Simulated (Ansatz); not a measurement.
**CH4Si (SMILES C=[SiH2]) at 3 levels**

Aim: a comparison of 3 runs (UHF/STO-3G, PBE/STO-3G, FCI/STO-3G) of CH4Si. 

The results are computed with Ansatz 0.2.0.

43 further runs of the same task are left out: 43 set aside as unsound or not needed.

## 1. The structure to begin with

The species is CH4Si (6 atoms), meant as a singlet with charge 0. SMILES: `C=[SiH2]`. The H6–Si2 distance was set to 1.823 Å, away from the relaxed value.

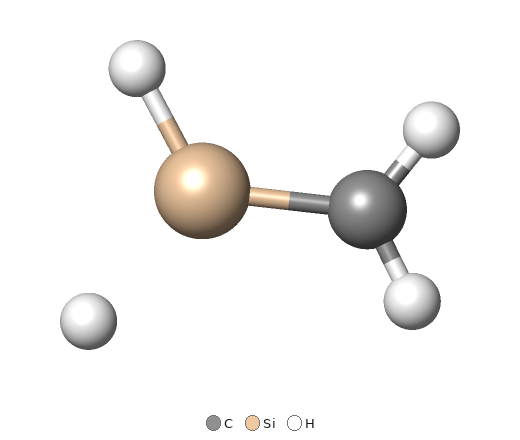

The structure, seen from a chosen angle (carbon grey, silicon light orange, hydrogen white).

## 2. A single-point energy at UHF/STO-3G (run 1)

run.yaml

```yaml
crystal:
  periodic: [false, false, false]
  atoms:
    - symbol: C
      position_ang: [-0.972352, -0.705278, -0.034198]
    - symbol: Si
      position_ang: [0.377608, 0.293642, 0.449162]
    - symbol: H
      position_ang: [-1.642172, -1.154728, 0.679032]
    - symbol: H
      position_ang: [-1.196582, -0.916278, -1.065838]
    - symbol: H
      position_ang: [0.719318, 0.607852, 1.831652]
    - symbol: H
      position_ang: [1.545870, 1.084200, -0.705300]
basis:
  gaussian:
    orbitals: STO-3G
magnetization:
  spin_polarized: true
hamiltonian:
  xc: hf
accuracy: high
```

Started as:

```
$ ansatz run run.yaml --threads 1 --pin off --max-ram 2610MiB --events-out events.jsonl --progress --plain --runs-dir runs
```

Output:

```text
Warning: RAYON_NUM_THREADS=1 ignored (pool sized by the plan → 1); use --threads N
Functional definition: HF
  name "HF"
  exchange = exact_x
  correlation = 0
310 factors; integrals over basis functions are off by at most 1.2e-8 eV
mean field evaluation 1: about -8846.9812 eV, gradient 1.1e1 eV
mean field evaluation 2: about -8846.9913 eV, gradient 1.1e1 eV
mean field evaluation 4: about -8847.9800 eV, gradient 9.3e-1 eV
mean field evaluation 8: about -8847.9921 eV, gradient 1.3e-2 eV
mean field evaluation 16: about -8848.6236 eV, gradient 2.9e-1 eV
mean field evaluation 32: about -8848.6202 eV, gradient 1.6e-4 eV
mean field -8848.62023277 eV, -325.1807957440 hartree, gradient 4.5e-8 eV, S^2 0.677566; 3 other end points of the search recorded, 0 dependent functions left out
reference -8848.62023277 eV, -325.1807957440 hartree; 12, 12 occupied and 6, 6 virtual orbitals, 310 factors
Total energy: -8848.62023277 eV, -325.1807957440 hartree
```

Run time: 0.2 s. Hardware: 1 thread of Arm Neoverse V1, shared host.

## 3. The energy at PBE/STO-3G (run 2)

molecule.yaml

```yaml
crystal:
  periodic: [false, false, false]
  atoms:
    - {symbol: C, position_ang: [-0.972352, -0.705278, -0.034198]}
    - {symbol: Si, position_ang: [0.377608, 0.293642, 0.449162]}
    - {symbol: H, position_ang: [-1.642172, -1.154728, 0.679032]}
    - {symbol: H, position_ang: [-1.196582, -0.916278, -1.065838]}
    - {symbol: H, position_ang: [0.719318, 0.607852, 1.831652]}
    - {symbol: H, position_ang: [1.545870, 1.084200, -0.705300]}
basis:
  gaussian:
    orbitals: STO-3G
hamiltonian:
  xc: {name: PBE}
accuracy: high
```

Started as:

```
$ ansatz run molecule.yaml --threads 1 --pin off --max-ram 2610MiB --events-out events.jsonl --progress --plain --runs-dir runs
```

Output:

```text
Warning: RAYON_NUM_THREADS=1 ignored (pool sized by the plan → 1); use --threads N
Functional definition: PBE
  name "PBE"
  parameter kappa = 0.804
  parameter beta = 0.06672455060314922
  exchange = pbe_x(kappa = kappa, mu = beta*pi^2/3)
  correlation = pbe_c(beta = beta)
310 factors; integrals over basis functions are off by at most 1.2e-8 eV
mean field evaluation 1: about -8862.1038 eV, gradient 3.2e1 eV
mean field evaluation 2: about -8845.0300 eV, gradient 6.6e1 eV
mean field evaluation 4: about -8866.0365 eV, gradient 3.3e0 eV
mean field evaluation 8: about -8865.9933 eV, gradient 1.8e-2 eV
mean field evaluation 16: about -8865.9933 eV, gradient 9.4e-8 eV
mean field -8865.99331358 eV, -325.8192446878 hartree, gradient 6.0e-9 eV, S^2 0.000000; 0 other end points of the search recorded, 0 dependent functions left out
reference -8865.99331558 eV, -325.8192447615 hartree; 12, 12 occupied and 6, 6 virtual orbitals, 310 factors
Total energy: -8865.99331558 eV, -325.8192447615 hartree
```

Run time: 1.1 s. Hardware: 1 thread of Arm Neoverse V1, shared host; peak memory 0.093 GiB.

## 4. A single-point energy at FCI/STO-3G (run 3)

in.yaml

```yaml
crystal:
  periodic: [false, false, false]
  atoms:
    - {symbol: C, position_ang: [-0.972352, -0.705278, -0.034198]}
    - {symbol: Si, position_ang: [0.377608, 0.293642, 0.449162]}
    - {symbol: H, position_ang: [-1.642172, -1.154728, 0.679032]}
    - {symbol: H, position_ang: [-1.196582, -0.916278, -1.065838]}
    - {symbol: H, position_ang: [0.719318, 0.607852, 1.831652]}
    - {symbol: H, position_ang: [1.545870, 1.084200, -0.705300]}
basis:
  gaussian:
    orbitals: STO-3G
correlation:
  method: fci
  frozen_orbitals: {C: 1, H: 0, Si: 5}
accuracy: high
```

Started as:

```
$ ansatz run in.yaml --threads 1 --pin off --max-ram 2610MiB --events-out events.jsonl --progress --plain --runs-dir runs
```

Output:

```text
Warning: RAYON_NUM_THREADS=1 ignored (pool sized by the plan → 1); use --threads N
Functional definition: HF
  name "HF"
  exchange = exact_x
  correlation = 0
310 factors; integrals over basis functions are off by at most 1.2e-8 eV
mean field evaluation 1: about -8846.9812 eV, gradient 1.6e1 eV
mean field evaluation 2: about -8846.9913 eV, gradient 1.6e1 eV
mean field evaluation 4: about -8847.9800 eV, gradient 1.3e0 eV
mean field evaluation 8: about -8847.9921 eV, gradient 1.9e-2 eV
mean field -8847.99212439 eV, -325.1577131868 hartree, gradient 4.9e-8 eV, S^2 0.000000; 1 other end points of the search recorded, 0 dependent functions left out; unrestricted orbitals would lower it
mean field evaluation 16: about -8848.1771 eV, gradient 6.6e0 eV
6 core orbitals not correlated: weight in the atoms' cores, before any rotation towards them, 1.000 or more for the frozen orbitals, at most 0.000 for the correlated occupied ones
reference -8847.99212439 eV, -325.1577131868 hartree; 6, 6 occupied and 6, 6 virtual orbitals, 310 factors
state -8852.88142015 eV, -325.3373914919 hartree
Total energy: -8852.88142015 eV, -325.3373914919 hartree
```

Run time: 4.5 s. Hardware: 1 thread of Arm Neoverse V1, shared host; peak memory 0.13 GiB.

## 5. Overview of the runs

| run | level | frozen core orbitals | energy (Eh) | wall time |
| --- | --- | --- | --- | --- |
| 1 | UHF/STO-3G | – | -325.180796 | 0.2 s |
| 2 | PBE/STO-3G | – | -325.819245 | 1.1 s |
| 3 | FCI/STO-3G | 6 | -325.337391 | 4.5 s |

## 6. Results

| quantity | value |
| --- | --- |
| run 3: total energy | -325.33739 Eh |
| run 3: correlation energy (6 core orbitals frozen) | -179.7 mEh |

What this shows: Against full CI in this basis: UHF +156.6 mEh. In runs 1, 2, 3 the basis is minimal, so the values are rough. Spin contamination of the reference: run 1 ⟨S²⟩ = 0.68. Where it is this large, the reference is a mixture of spin states, and values that rest on it are in doubt. All runs together took 5.8 s, the longest 4.5 s.
